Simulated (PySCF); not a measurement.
**[Ce(BH4)2]2+: other functionals and bases at one geometry**

How far do other levels of theory move the description of [Ce(BH4)2]2+, and what does each cost? The structure is generated, not taken from experiment.

Program: PySCF 2.14.0. Level of theory: several levels, as the steps say, no spin–orbit coupling. These are calculated values, not measurements.

1 further run of the same task is left out (for a known fault of the program).

### Step 1. The system as given

11 atoms, charge 2, spin multiplicity 1.

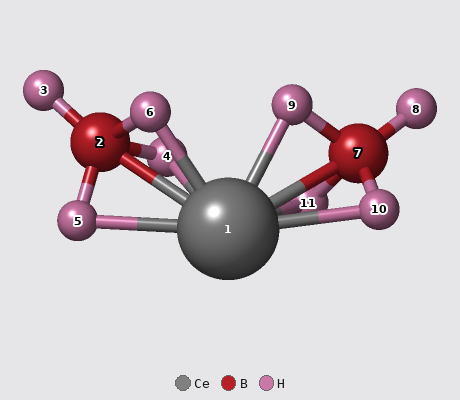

The geometry (cerium grey, boron red, hydrogen pink); atoms are numbered from 1 in the order of the file.

Geometry (Å):

```csv
atom,x (Å),y (Å),z (Å)
Ce1,-0.00001,0.00002,-0.53940
B2,1.89443,-0.00257,0.88758
H3,2.73779,0.02521,1.73685
H4,0.87274,-0.75175,1.19120
H5,2.19111,-0.32093,-0.29628
H6,1.22443,1.10410,0.72082
B7,-1.89441,0.00257,0.88761
H8,-2.73784,-0.02524,1.73683
H9,-0.87275,0.75177,1.19125
H10,-2.19108,0.32093,-0.29624
H11,-1.22441,-1.10410,0.72085
```

Formal oxidation states: Ce +4. The 4f shell is empty and lies in the core potential. An earlier session relaxed this geometry at PBE0, Ce lcecp-2-SVP with ECP46, B def2-SVP, H def2-SVP (singlet, point group C2).

At PBE0 on the finer grid: E = -92.190508 Eh, frontier levels not given, since the 4f levels lie in the core, Mulliken charge on Ce1 +1.74 e, largest force component 0.010 eV/Å. The large-core potential holds the 4f shell empty.

Levels to run: TPSS; r2SCAN; PBE0, TZVP. Hardware: 2 threads of Arm Neoverse V1, shared host.

### Step 2. TPSS

The input, run.py (the lines that set the calculation):

```python
mol = gto.M(atom='''
Ce    -0.00001     0.00002    -0.53940
B      1.89443    -0.00257     0.88758
H      2.73779     0.02521     1.73685
H      0.87274    -0.75175     1.19120
H      2.19111    -0.32093    -0.29628
H      1.22443     1.10410     0.72082
B     -1.89441     0.00257     0.88761
H     -2.73784    -0.02524     1.73683
H     -0.87275     0.75177     1.19125
H     -2.19108     0.32093    -0.29624
H     -1.22441    -1.10410     0.72085''',
    basis={'Ce': 'lcecp-2-SVP', 'B': 'def2-SVP', 'H': 'def2-SVP'},
    ecp={'Ce': 'lcecp-2-SVP'},
    charge=2, spin=0)
mf = dft.RKS(mol, xc='TPSS')
mf.grids.atom_grid = (75, 302)  # f atoms: unpruned, at least (60, 302)
mf = mf.density_fit()  # fitting sets: Ce AutoAux, B def2-universal-JKFIT, H def2-universal-JKFIT
mf.conv_tol = 1e-08; mf.max_cycle = 55
mf.kernel(dm0)  # dm0: the density of the relaxed state
```

On the command line:

```console
OMP_NUM_THREADS=2 python run.py
```

Output:

```text
init E= -92.3352822338299
cycle= 1 E= -92.3370848945665  delta_E= -0.0018  |g|= 0.0236  |ddm|= 0.176
cycle= 2 E= -92.3368486773413  delta_E= 0.000236  |g|= 0.0337  |ddm|= 0.0675
cycle= 3 E= -92.3372216548639  delta_E= -0.000373  |g|= 0.0112  |ddm|= 0.0527
cycle= 4 E= -92.3372776569369  delta_E= -5.6e-05  |g|= 0.000488  |ddm|= 0.0178
cycle= 5 E= -92.3372777425772  delta_E= -8.56e-08  |g|= 0.000152  |ddm|= 0.00106
cycle= 6 E= -92.3372777500041  delta_E= -7.43e-09  |g|= 3.03e-05  |ddm|= 0.000246
Extra cycle  E= -92.3372777498894  delta_E= 1.15e-10  |g|= 3.52e-05  |ddm|= 9.64e-05
converged SCF energy = -92.3372777498894
```

Run time: 10 s. Hardware: 2 threads of Arm Neoverse V1, shared host.

Read off: E = -92.337278 Eh, frontier levels not given, since the 4f levels lie in the core, Mulliken charge on Ce1 +1.68 e, largest force component 0.688 eV/Å. The large-core potential holds the 4f shell empty.

### Step 3. r2SCAN

run.py (the lines that set the calculation): that of step 2 with these lines changed.

```diff
@@ -15,3 +15,3 @@
     charge=2, spin=0)
-mf = dft.RKS(mol, xc='TPSS')
+mf = dft.RKS(mol, xc='R2SCAN')
 mf.grids.atom_grid = (75, 302)  # f atoms: unpruned, at least (60, 302)
```

On the command line:

```console
OMP_NUM_THREADS=2 python run.py
```

Output:

```text
init E= -92.2529752275397
cycle= 1 E= -92.2537489969187  delta_E= -0.000774  |g|= 0.0313  |ddm|= 0.163
cycle= 2 E= -92.2521699672371  delta_E= 0.00158  |g|= 0.0684  |ddm|= 0.142
cycle= 3 E= -92.2541410088404  delta_E= -0.00197  |g|= 0.00216  |ddm|= 0.0971
cycle= 4 E= -92.2541429371075  delta_E= -1.93e-06  |g|= 0.00037  |ddm|= 0.0033
cycle= 5 E= -92.2541429856719  delta_E= -4.86e-08  |g|= 0.000108  |ddm|= 0.000634
cycle= 6 E= -92.2541429891338  delta_E= -3.46e-09  |g|= 1.53e-05  |ddm|= 0.000197
Extra cycle  E= -92.2541429891488  delta_E= -1.5e-11  |g|= 1.36e-05  |ddm|= 4.09e-05
converged SCF energy = -92.2541429891488
```

It took 9.9 s on 2 threads of Arm Neoverse V1, shared host.

Read off: E = -92.254143 Eh, frontier levels not given, since the 4f levels lie in the core, Mulliken charge on Ce1 +1.72 e, largest force component 0.413 eV/Å. The large-core potential holds the 4f shell empty.

### Step 4. PBE0, TZVP

Basis: Ce lcecp-2-TZVP with ECP46, B def2-TZVP, H def2-TZVP. 

run.py (the lines that set the calculation): that of step 3 with these lines changed.

```diff
@@ -12,6 +12,6 @@
 H     -1.22441    -1.10410     0.72085''',
-    basis={'Ce': 'lcecp-2-SVP', 'B': 'def2-SVP', 'H': 'def2-SVP'},
-    ecp={'Ce': 'lcecp-2-SVP'},
+    basis={'Ce': 'lcecp-2-TZVP', 'B': 'def2-TZVP', 'H': 'def2-TZVP'},
+    ecp={'Ce': 'lcecp-2-TZVP'},
     charge=2, spin=0)
-mf = dft.RKS(mol, xc='R2SCAN')
+mf = dft.RKS(mol, xc='PBE0')
 mf.grids.atom_grid = (75, 302)  # f atoms: unpruned, at least (60, 302)
@@ -19,2 +19,2 @@
 mf.conv_tol = 1e-08; mf.max_cycle = 55
-mf.kernel(dm0)  # dm0: the density of the relaxed state
+mf.kernel(dm0)  # dm0: free metal ions and neutral atoms
```

On the command line:

```console
OMP_NUM_THREADS=2 python run.py
```

Output:

```text
init E= -91.6833582747305
cycle= 1 E= -92.1984155764542  delta_E= -0.515  |g|= 0.445  |ddm|= 2.24
cycle= 2 E= -92.1879754973002  delta_E= 0.0104  |g|= 0.479  |ddm|= 0.976
cycle= 3 E= -92.2543743110801  delta_E= -0.0664  |g|= 0.118  |ddm|= 0.528
cycle= 4 E= -92.2596713858719  delta_E= -0.0053  |g|= 0.0247  |ddm|= 0.156
cycle= 5 E= -92.2598632215353  delta_E= -0.000192  |g|= 0.00673  |ddm|= 0.0356
cycle= 6 E= -92.2598764635513  delta_E= -1.32e-05  |g|= 0.000809  |ddm|= 0.00785
cycle= 7 E= -92.2598766758023  delta_E= -2.12e-07  |g|= 9.73e-05  |ddm|= 0.00133
cycle= 8 E= -92.2598766807409  delta_E= -4.94e-09  |g|= 1.64e-05  |ddm|= 0.000178
Extra cycle  E= -92.2598766808926  delta_E= -1.52e-10  |g|= 1.2e-05  |ddm|= 4.16e-05
converged SCF energy = -92.2598766808926
```

It took 13 s on 2 threads of Arm Neoverse V1, shared host.

Read off: E = -92.259877 Eh, frontier levels not given, since the 4f levels lie in the core, Mulliken charge on Ce1 +1.61 e, largest force component 0.474 eV/Å. The large-core potential holds the 4f shell empty.

### Step 5. Results

| level | state | charge on Ce1 (e) | dipole (D) | largest force (eV/Å) | basis functions | time |
| --- | --- | --- | --- | --- | --- | --- |
| PBE0 (relaxed here) | singlet | 1.74 | 1.46 | 0.01 | 98 | 17 s |
| TPSS | singlet | 1.68 | 1.38 | 0.69 | 98 | 10 s |
| r2SCAN | singlet | 1.72 | 1.34 | 0.41 | 98 | 9.9 s |
| PBE0, TZVP | singlet | 1.61 | 1.45 | 0.47 | 157 | 13 s |

Times are on 2 threads of Arm Neoverse V1, shared host; the first row also made further properties. The dipole of a charged species depends on the origin, so these sizes hold for this origin alone.

The largest leftover force, 0.69 eV/Å with TPSS, stands at a geometry relaxed at another level. The Mulliken charge on Ce spans +1.61 to +1.74 e over the levels. With 4f in the core, its levels are missing from HOMO and gap. Total energies of different levels can't be compared. Spin–orbit coupling is left out throughout.
